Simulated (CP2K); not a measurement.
**How far to go with the cutoff of the density grid: Ag (Fm-3m, 1 atom in the cell)**

```xyz
1
Lattice="2.9065 0.0000 0.0000 1.4533 2.5171 0.0000 1.4533 0.8390 2.3732" Properties=species:S:1:pos:R:3 pbc="T T T"
Ag     0.0000     0.0000     0.0000
```

Method: PBE, GPW, DZVP-MOLOPT-SR-GTH basis, GTH-PBE potentials (GTH_POTENTIALS) (CP2K).

Base settings: CUTOFF = 500 Ry; REL_CUTOFF = 40 Ry; SMEAR/METHOD = FERMI_DIRAC; ELECTRONIC_TEMPERATURE = 1160.45 K; KPOINTS/SCHEME = MONKHORST-PACK 5 5 5; XC_FUNCTIONAL = PBE; Ag/BASIS_SET = DZVP-MOLOPT-SR-GTH; Ag/POTENTIAL = GTH-PBE-q11; METHOD = GPW; EPS_DEFAULT = 1e-10.

The second cell is the first with its lattice scaled by 0.98.

The mesh stays at the base's, so the ladder's end is converged at best in this setting alone.

Only quantities that move along the ladder and can be compared are tabulated.

The starting cell has typed, rounded lattice constants, without a prior relaxation at this level. Its lattice was rescaled by up to half a per cent. Values carry the incompleteness of an atom-centred basis. Without a gap this mesh is coarse (it stands for a supercell whose shortest vector is 15 Å).

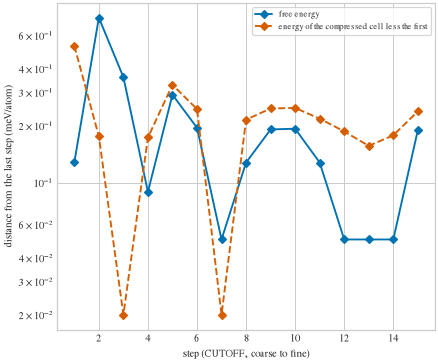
Figure. Distance from the last step along the ladder; very small values are drawn at a floor.

```csv
CUTOFF,free energy less the last step's (meV/atom),energy of the compressed cell less the first (meV/atom),pressure (GPa)
180 Ry,-0.13,41.90,2.87
220 Ry,-0.74,42.25,2.93
250 Ry,-0.36,42.43,2.97
280 Ry,0.09,42.25,2.94
300 Ry,0.29,42.10,2.92
350 Ry,0.19,42.18,2.92
400 Ry,-0.01,42.42,2.93
450 Ry,0.13,42.21,2.93
500 Ry,0.19,42.18,2.92
550 Ry,0.19,42.18,2.92
600 Ry,0.13,42.21,2.93
680 Ry,0.04,42.24,2.94
750 Ry,0.04,42.27,2.94
880 Ry,-0.03,42.25,2.93
1000 Ry,0.19,42.19,2.92
1200 Ry,0.00,42.43,2.94
```

Coarsest CUTOFF that holds the pressure within 0.05 GPa of the last step, with all finer ones: 220 Ry; the step before is off by 0.07 GPa.

Coarsest CUTOFF that holds the free energy within 0.5 meV/atom of the last step, with all finer ones: 250 Ry; the step before is off by 0.74 meV/atom.

Left out of this page: 1 run of the series outside the window shown, repeating another row's setting, or not comparable.
